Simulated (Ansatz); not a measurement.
Band structure of W (Im-3m, 1 atom in the cell).

```
W
1.0
   -1.54587     1.54587     1.54587
    1.54587    -1.54587     1.54587
    1.54587     1.54587    -1.54587
W
1
Direct
  0.00000   0.00000   0.00000
```

Level of theory: PBE (plane waves, PAW; Ansatz, a quantum-chemistry and plane-wave program).

Settings: kpoints.mp_grid.grid = 12 12 12; hamiltonian.xc = pbe; hamiltonian.pseudopotentials = {kind: paw} (the program's default PAW files); scf.occupations.method = fermi_dirac; scf.occupations.width = 0.1 eV; kpoints.band_path.npoints = 8.

The starting cell has typed, rounded lattice constants, without a prior relaxation at this level. Its lattice was rescaled by a random factor within 2.5 % of one. Spin-orbit coupling is off. Spin polarisation is off.

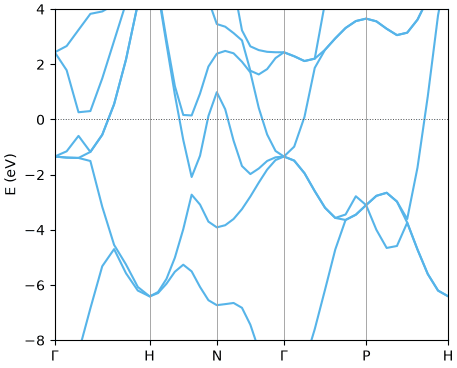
Figure: Bands along the path, energies from the Fermi level.

Levels in eV from the Fermi level, bands 4 to 10:
| point | 4 | 5 | 6 | 7 | 8 | 9 | 10 |
|---|---|---|---|---|---|---|---|
| Γ | -37.48 | -9.99 | -1.34 | -1.34 | -1.34 | 2.44 | 2.44 |
| H | -38.60 | -6.41 | -6.41 | 5.71 | 5.71 | 5.71 | 8.87 |
| N | -37.49 | -6.73 | -3.91 | 0.99 | 2.38 | 3.46 | 6.84 |
| P | -38.30 | -3.10 | -3.10 | -3.10 | 3.65 | 3.65 | 7.38 |

Bands cross the Fermi level along this path, so the cell is metallic at this level.

Keys are those of Ansatz 0.2.
